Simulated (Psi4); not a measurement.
**Run report: CH5OSi (charge +1), interaction calculation (part 2 of 2)**

The same run, continued: CH5OSi, charge +1; SAPT2+(3)DMP2/jun-cc-pVDZ, RHF (Psi4 1.11). The geometry comes from this level: GFN2-xTB.

Geometry of the input (Å):
```
Si 1.2032  0.3311  -0.8522
H  1.9942  1.1101  0.0976
H  1.5127  -1.0807  -1.0503
H  0.3419  1.0226  -1.8053
C  -1.5440  -0.4269  1.0898
O  -2.2811  -1.0114  0.3962
H  -0.5162  -0.0570  0.6733
H  -1.6775  -0.1524  2.1418
```

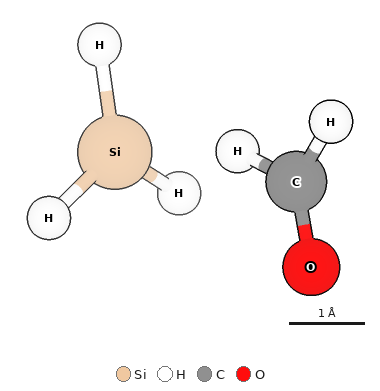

Fig. 1: The structure (ball-and-stick view, seen at a tilt).

### What the program printed, continued
```
 ------------------------------------------------------------------------------------
     Multipole            Electronic (a.u.)      Nuclear  (a.u.)        Total (a.u.)
 ------------------------------------------------------------------------------------

 L = 1.  Multiply by 2.5417464519 to convert [e a0] to [Debye]
 Dipole X            :        -36.8988262           39.1043673            2.2055411
 Dipole Y            :        -10.1370404           10.7466268            0.6095864
 Dipole Z            :         26.2047574          -27.7566375           -1.5518801
 Magnitude           :                                                    2.7648397

 ------------------------------------------------------------------------------------

	total time  =          0 seconds =       0.00 minutes

  //>>>>>>>>>>>>>>>>>>>>>>>>>>>>>>>>>>>//
  //               DFMP2               //
  //<<<<<<<<<<<<<<<<<<<<<<<<<<<<<<<<<<<//

   => Auxiliary Basis Set <=

  Basis Set: (JUN-CC-PVDZ AUX)
    Blend: JUN-CC-PVDZ-RI
    Number of shells: 99
    Number of basis functions: 285
    Number of Cartesian functions: 327
    Spherical Harmonics?: true
    Max angular momentum: 3

	 --------------------------------------------------------
	                 NBF =    83, NAUX =   285
	 --------------------------------------------------------
	   CLASS    FOCC     OCC    AOCC    AVIR     VIR    FVIR
	   PAIRS       5       8       3      75      75       0
	 --------------------------------------------------------

	 Will attempt to load fitting metric from file 97.

	-----------------------------------------------------------
	 ==================> DF-MP2 Energies <====================
	-----------------------------------------------------------
	 Reference Energy          =    -290.3457140303816573 [Eh]
	 Singles Energy            =      -0.0000000000000000 [Eh]
	 Same-Spin Energy          =      -0.0061385255577828 [Eh]
	 Opposite-Spin Energy      =      -0.0777075635981485 [Eh]
	 Correlation Energy        =      -0.0838460891559313 [Eh]
	 Total Energy              =    -290.4295601195375980 [Eh]
	-----------------------------------------------------------
	 ================> DF-SCS-MP2 Energies <==================
	-----------------------------------------------------------
	 SCS Same-Spin Scale       =       0.3333333333333333 [-]
	 SCS Opposite-Spin Scale   =       1.2000000000000000 [-]
	 SCS Same-Spin Energy      =      -0.0020461751859276 [Eh]
	 SCS Opposite-Spin Energy  =      -0.0932490763177782 [Eh]
	 SCS Correlation Energy    =      -0.0952952515037058 [Eh]
	 SCS Total Energy          =    -290.4410092818853855 [Eh]
	-----------------------------------------------------------

	total time  =          1 seconds =       0.02 minutes

  //>>>>>>>>>>>>>>>>>>>>>>>>>>>>>>>>>>>//
  //            Monomer B HF           //
  //<<<<<<<<<<<<<<<<<<<<<<<<<<<<<<<<<<<//

  ==> Geometry <==

    Molecular point group: c1
    Full point group: C1

    Geometry (in Angstrom), charge = 0, multiplicity = 1:

       Center              X                  Y                   Z               Mass
    ------------   -----------------  -----------------  -----------------  -----------------
      Gh(SI)          1.203170000000     0.331060000000    -0.852160000000    27.976926534650
      Gh(H)           1.994210000000     1.110060000000     0.097630000000     1.007825032230
      Gh(H)           1.512660000000    -1.080660000000    -1.050300000000     1.007825032230
      Gh(H)           0.341890000000     1.022630000000    -1.805270000000     1.007825032230
         C           -1.543970000000    -0.426930000000     1.089760000000    12.000000000000
         O           -2.281050000000    -1.011450000000     0.396170000000    15.994914619570
         H           -0.516190000000    -0.056990000000     0.673280000000     1.007825032230
         H           -1.677530000000    -0.152420000000     2.141770000000     1.007825032230

  Running in c1 symmetry.

  Rotational constants: A =      0.85674  B =      0.07766  C =      0.07319 [cm^-1]
  Rotational constants: A =  25684.43882  B =   2328.11208  C =   2194.05460 [MHz]
  Nuclear repulsion =   31.797874720370704

  Charge       = 0
  Multiplicity = 1
  Electrons    = 16
  Nalpha       = 8
  Nbeta        = 8

  ==> Iterations <==

                           Total Energy        Delta E     RMS |[F,P]|

   @DF-RHF iter SAD:  -113.16683696113537   -1.13167e+02   0.00000e+00
   @DF-RHF iter   1:  -113.81376541113076   -6.46928e-01   4.67644e-03 DIIS/ADIIS
   @DF-RHF iter   2:  -113.84427032378110   -3.05049e-02   3.74907e-03 DIIS/ADIIS
   @DF-RHF iter   3:  -113.87887936359789   -3.46090e-02   2.79260e-04 DIIS/ADIIS
   @DF-RHF iter   4:  -113.87934881128423   -4.69448e-04   6.91407e-05 DIIS
   @DF-RHF iter   5:  -113.87938138983958   -3.25786e-05   2.97117e-05 DIIS
   @DF-RHF iter   6:  -113.87939118427843   -9.79444e-06   1.20619e-05 DIIS
   @DF-RHF iter   7:  -113.87939250153727   -1.31726e-06   2.23965e-06 DIIS
   @DF-RHF iter   8:  -113.87939253974439   -3.82071e-08   1.91070e-07 DIIS
   @DF-RHF iter   9:  -113.87939254002318   -2.78789e-10   3.04045e-08 DIIS
   @DF-RHF iter  10:  -113.87939254003123   -8.05755e-12   6.33772e-09 DIIS
  Energy and wave function converged.

  ==> Post-Iterations <==

    Orbital Energies [Eh]
    ---------------------

    Doubly Occupied:

       1A    -20.590234     2A    -11.354955     3A     -1.440482
       4A     -0.862392     5A     -0.694118     6A     -0.666152
       7A     -0.557309     8A     -0.433240

    Virtual:

       9A      0.038327    10A      0.052303    11A      0.052652
      12A      0.063537    13A      0.085665    14A      0.095949
      15A      0.105597    16A      0.165322    17A      0.165623
      18A      0.195147    19A      0.231129    20A      0.252252
      21A      0.257461    22A      0.261112    23A      0.279131
      24A      0.293227    25A      0.328321    26A      0.329451
      27A      0.332365    28A      0.378656    29A      0.406423
      30A      0.469685    31A      0.558599    32A      0.782536
      33A      0.784514    34A      0.844675    35A      0.876760
      36A      0.911513    37A      0.945275    38A      0.978863
      39A      0.996184    40A      1.001737    41A      1.014022
      42A      1.070354    43A      1.094624    44A      1.108896
      45A      1.135169    46A      1.176643    47A      1.240153
      48A      1.414538    49A      1.442789    50A      1.446533
      51A      1.459295    52A      1.690616    53A      1.736034
      54A      1.824615    55A      1.826730    56A      1.840417
      57A      1.861362    58A      1.882419    59A      1.941381
      60A      1.981500    61A      1.985540    62A      2.052233
      63A      2.065492    64A      2.097305    65A      2.137368
      66A      2.265520    67A      2.267715    68A      2.489360
      69A      2.602775    70A      2.717351    71A      2.774998
      72A      2.956489    73A      2.957674    74A      3.036714
      75A      3.164858    76A      3.460856    77A      3.791637
      78A      3.990066    79A      4.599377    80A     13.771049
      81A     14.165193    82A     14.166031    83A    103.572888

    Final Occupation by Irrep:
              A
    DOCC [     8 ]
    NA   [     8 ]
    NB   [     8 ]

  @DF-RHF Final Energy:  -113.87939254003123

   => Energetics <=

    Nuclear Repulsion Energy =             31.7978747203707037
    One-Electron Energy =                -218.1567693805491217
    Two-Electron Energy =                  72.4795021201471741
    Total Energy =                       -113.8793925400312332

Computation Completed

Properties will be evaluated at   0.000000,   0.000000,   0.000000 [a0]

Properties computed using the SCF density matrix

 Multipole Moments:

 ------------------------------------------------------------------------------------
     Multipole            Electronic (a.u.)      Nuclear  (a.u.)        Total (a.u.)
 ------------------------------------------------------------------------------------

 L = 1.  Multiply by 2.5417464519 to convert [e a0] to [Debye]
 Dipole X            :         56.7759612          -56.1360909            0.6398703
 Dipole Y            :         21.0534378          -20.5273201            0.5261177
 Dipole Z            :        -23.0059469           23.6649836            0.6590367
 Magnitude           :                                                    1.0585666

 ------------------------------------------------------------------------------------

	total time  =          0 seconds =       0.00 minutes

  //>>>>>>>>>>>>>>>>>>>>>>>>>>>>>>>>>>>//
  //               DFMP2               //
  //<<<<<<<<<<<<<<<<<<<<<<<<<<<<<<<<<<<//

   => Auxiliary Basis Set <=

  Basis Set: (JUN-CC-PVDZ AUX)
    Blend: JUN-CC-PVDZ-RI
    Number of shells: 99
    Number of basis functions: 285
    Number of Cartesian functions: 327
    Spherical Harmonics?: true
    Max angular momentum: 3

	 --------------------------------------------------------
	                 NBF =    83, NAUX =   285
	 --------------------------------------------------------
	   CLASS    FOCC     OCC    AOCC    AVIR     VIR    FVIR
	   PAIRS       2       8       6      75      75       0
	 --------------------------------------------------------

	 Will attempt to load fitting metric from file 97.

	-----------------------------------------------------------
	 ==================> DF-MP2 Energies <====================
	-----------------------------------------------------------
	 Reference Energy          =    -113.8793925400312332 [Eh]
	 Singles Energy            =      -0.0000000000000000 [Eh]
	 Same-Spin Energy          =      -0.0793448454612454 [Eh]
	 Opposite-Spin Energy      =      -0.2384976413700088 [Eh]
	 Correlation Energy        =      -0.3178424868312542 [Eh]
	 Total Energy              =    -114.1972350268624865 [Eh]
	-----------------------------------------------------------
	 ================> DF-SCS-MP2 Energies <==================
	-----------------------------------------------------------
	 SCS Same-Spin Scale       =       0.3333333333333333 [-]
	 SCS Opposite-Spin Scale   =       1.2000000000000000 [-]
	 SCS Same-Spin Energy      =      -0.0264482818204151 [Eh]
	 SCS Opposite-Spin Energy  =      -0.2861971696440105 [Eh]
	 SCS Correlation Energy    =      -0.3126454514644256 [Eh]
	 SCS Total Energy          =    -114.1920379914956527 [Eh]
	-----------------------------------------------------------

	total time  =          0 seconds =       0.00 minutes
  Constructing Basis Sets for SAPT...

   => Loading Basis Set <=

    Name: (JUN-CC-PVDZ AUX)
    Role: RIFIT
    Keyword: DF_BASIS_SAPT

   => Loading Basis Set <=

    Name: (JUN-CC-PVDZ AUX)
    Role: JKFIT
    Keyword: DF_BASIS_ELST

  //>>>>>>>>>>>>>>>>>>>>>>>>>>>>>>>>>>>//
  //           SAPT2+(3)DMP2           //
  //<<<<<<<<<<<<<<<<<<<<<<<<<<<<<<<<<<<//

      SAPT2+(3)
     6 June 2009

      Orbital Information
  --------------------------
    NSO        =        83
    NMO        =        83
    NRI        =       285
    NOCC A     =         8
    NOCC B     =         8
    FOCC A     =         5
    FOCC B     =         2
    NVIR A     =        75
    NVIR B     =        75

    Estimated memory usage: 21.5 MB

    Natural Orbital Cutoff:   1.000E-06
    Disp(T3) Truncation:            Yes
    CCD (vv|vv) Truncation:         Yes
    MBPT T2 Truncation:             Yes

    Monomer A: 44 virtual orbitals dropped
    Monomer B: 33 virtual orbitals dropped

    Elst10,r            =     0.010939936657 [Eh]
    Exch10 (S^2)        =     0.005757754797 [Eh]
    Exch10              =     0.005785234984 [Eh]
    Ind20,r (A<-B)      =    -0.000299517624 [Eh]
    Ind20,r (B<-A)      =    -0.019786787639 [Eh]
    Ind20,r             =    -0.020086305264 [Eh]
    Exch-Ind20,r (A<-B) =     0.000136140891 [Eh]
    Exch-Ind20,r (B<-A) =     0.006668239563 [Eh]
    Exch-Ind20,r        =     0.006804380454 [Eh]
    Disp20              =    -0.002451755707 [Eh]
    Disp20 (NO)         =    -0.002261240080 [Eh]
    Exch-Disp20         =     0.000119662097 [Eh]
    Elst12,r            =    -0.003914262704 [Eh]
    Exch11              =     0.000148781578 [Eh]
    Exch12              =     0.000604350643 [Eh]
    Ind22               =    -0.001794443691 [Eh]
    Disp21              =    -0.000038611836 [Eh]
    Disp22 (SDQ)        =     0.000053359552 [Eh]

    (i =   1 of   6)          0 seconds
    (i =   2 of   6)          0 seconds
    (i =   3 of   6)          0 seconds
    (i =   4 of   6)          0 seconds
    (i =   5 of   6)          0 seconds
    (i =   6 of   6)          0 seconds

    Disp220 (T)         =    -0.000100956979 [Eh]

    (i =   1 of   3)          0 seconds
    (i =   2 of   3)          0 seconds
    (i =   3 of   3)          0 seconds

    Disp202 (T)         =    -0.000168138341 [Eh]

    Disp22 (T)          =    -0.000269095320 [Eh]

    Est. Disp220 (T)    =    -0.000109462879 [Eh]
    Est. Disp202 (T)    =    -0.000182304454 [Eh]

    Est. Disp22 (T)     =    -0.000291767333 [Eh]
    Elst13,r            =     0.000715275656 [Eh]
    Disp30              =     0.000060365643 [Eh]

    SAPT Results
  --------------------------------------------------------------------------------------------------------
    Electrostatics                  7.74094961 [mEh]       4.85751922 [kcal/mol]      20.32386040 [kJ/mol]
      Elst10,r                     10.93993666 [mEh]       6.86491390 [kcal/mol]      28.72279974 [kJ/mol]
      Elst12,r                     -3.91426270 [mEh]      -2.45623693 [kcal/mol]     -10.27689531 [kJ/mol]
      Elst13,r                      0.71527566 [mEh]       0.44884225 [kcal/mol]       1.87795598 [kJ/mol]

    Exchange                        6.53836720 [mEh]       4.10288736 [kcal/mol]      17.16648073 [kJ/mol]
      Exch10                        5.78523498 [mEh]       3.63028976 [kcal/mol]      15.18913236 [kJ/mol]
      Exch10(S^2)                   5.75775480 [mEh]       3.61304568 [kcal/mol]      15.11698314 [kJ/mol]
      Exch11(S^2)                   0.14878158 [mEh]       0.09336185 [kcal/mol]       0.39062598 [kJ/mol]
      Exch12(S^2)                   0.60435064 [mEh]       0.37923575 [kcal/mol]       1.58672240 [kJ/mol]

    Induction                     -25.52347923 [mEh]     -16.01622502 [kcal/mol]     -67.01188547 [kJ/mol]
      Ind20,r                     -20.08630526 [mEh]     -12.60434685 [kcal/mol]     -52.73658720 [kJ/mol]
      Ind22                        -1.79444369 [mEh]      -1.12603042 [kcal/mol]      -4.71131126 [kJ/mol]
      Exch-Ind20,r                  6.80438045 [mEh]       4.26981320 [kcal/mol]      17.86489842 [kJ/mol]
      Exch-Ind22                    0.60788071 [mEh]       0.38145091 [kcal/mol]       1.59599059 [kJ/mol]
      delta HF,r (2)               -7.21495193 [mEh]      -4.52745069 [kcal/mol]     -18.94285368 [kJ/mol]
      delta MP2,r (2)              -3.84003951 [mEh]      -2.40966117 [kcal/mol]     -10.08202234 [kJ/mol]

    Dispersion                     -2.54874758 [mEh]      -1.59936326 [kcal/mol]      -6.69173586 [kJ/mol]
      Disp20                       -2.45175571 [mEh]      -1.53849993 [kcal/mol]      -6.43708372 [kJ/mol]
      Disp30                        0.06036564 [mEh]       0.03788001 [kcal/mol]       0.15848997 [kJ/mol]
      Disp21                       -0.03861184 [mEh]      -0.02422929 [kcal/mol]      -0.10137536 [kJ/mol]
      Disp22 (SDQ)                  0.05335955 [mEh]       0.03348362 [kcal/mol]       0.14009548 [kJ/mol]
      Disp22 (T)                   -0.26909532 [mEh]      -0.16885986 [kcal/mol]      -0.70650967 [kJ/mol]
      Est. Disp22 (T)              -0.29176733 [mEh]      -0.18308677 [kcal/mol]      -0.76603503 [kJ/mol]
      Exch-Disp20                   0.11966210 [mEh]       0.07508910 [kcal/mol]       0.31417279 [kJ/mol]

  Total HF                         -3.77170510 [mEh]      -2.36678068 [kcal/mol]      -9.90261037 [kJ/mol]
  Total SAPT0                      -6.10379871 [mEh]      -3.83019152 [kcal/mol]     -16.02552130 [kJ/mol]
  Total SAPT2                     -10.45149217 [mEh]      -6.55841035 [kcal/mol]     -27.44038891 [kJ/mol]
  Total SAPT2+                    -10.72851179 [mEh]      -6.73224279 [kcal/mol]     -28.16770381 [kJ/mol]
  Total SAPT2+(3)                  -9.95287049 [mEh]      -6.24552052 [kcal/mol]     -26.13125786 [kJ/mol]
  Total SAPT2+dMP2                -14.56855129 [mEh]      -9.14190396 [kcal/mol]     -38.24972615 [kJ/mol]
  Total SAPT2+(3)dMP2             -13.79291000 [mEh]      -8.65518169 [kcal/mol]     -36.21328020 [kJ/mol]

  Special recipe for scaled SAPT0 (see Manual):
    Electrostatics sSAPT0          10.93993666 [mEh]       6.86491390 [kcal/mol]      28.72279974 [kJ/mol]
    Exchange sSAPT0                 5.78523498 [mEh]       3.63028976 [kcal/mol]      15.18913236 [kJ/mol]
    Induction sSAPT0              -20.39898468 [mEh]     -12.80055614 [kcal/mol]     -53.55752689 [kJ/mol]
    Dispersion sSAPT0              -2.33037208 [mEh]      -1.46233056 [kcal/mol]      -6.11839104 [kJ/mol]
  Total sSAPT0                     -6.00418511 [mEh]      -3.76768304 [kcal/mol]     -15.76398584 [kJ/mol]
  --------------------------------------------------------------------------------------------------------

	total time  =          1 seconds =       0.02 minutes

Warning! sapt2+(3)dmp2 does not have an associated derived wavefunction. The returned wavefunction is the dimer SCF wavefunction.

[set-up sections that repeat, and orbital energies of the middle runs, are left out above]
```

### Standard output
```
sapt2+(3)dmp2 energy: -0.0137929100 Eh
```

### Results in brief

```json
{"quantity": "outcome", "value": "converged"}
{"quantity": "SCF energy", "value": "−404.228878 hartree"}
{"quantity": "MP2 energy", "value": "−114.197235 hartree"}
{"quantity": "correlation energy", "value": "−0.317842 hartree"}
{"quantity": "basis functions", "value": "83"}
{"quantity": "wall time", "value": "4.2 s"}
{"quantity": "peak memory", "value": "0.32 GiB"}
```
